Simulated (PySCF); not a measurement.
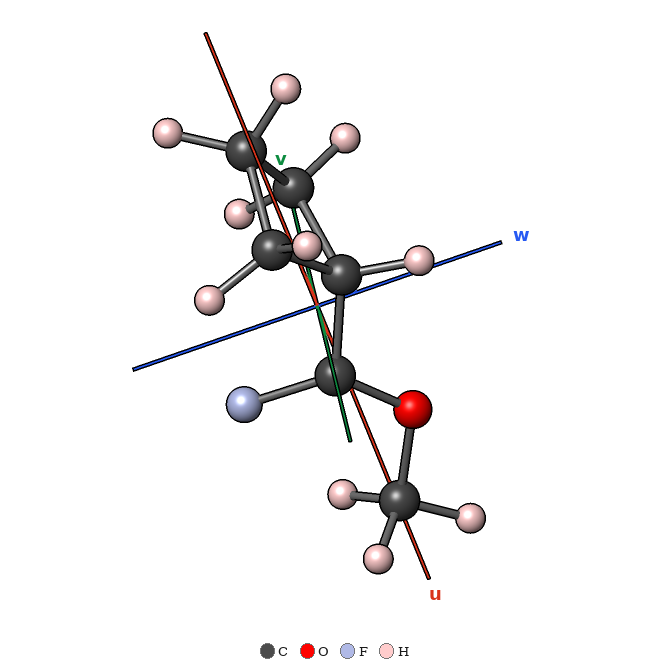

The lines u, v and w are the principal axes of the g tensor. The species is neutral and a spin doublet. Computed geometry: GFN2-xTB optimisation. No frequency run is at hand to confirm it as a minimum. Level of theory: UKS B3LYP, pcH-1 on C F H O, non-relativistic, mean-field spin-orbit, GIAO (PySCF 2.14.0).

Along which axis does g lie farthest from the free-electron value?

Along u: the shift is 2183 ppm.

Give the principal values and shifts.

```json
{"axis": "u", "g": "2.00450", "shift (ppm)": "2183"}
{"axis": "v", "g": "2.00195", "shift (ppm)": "−372"}
{"axis": "w", "g": "2.00392", "shift (ppm)": "1601"}
```
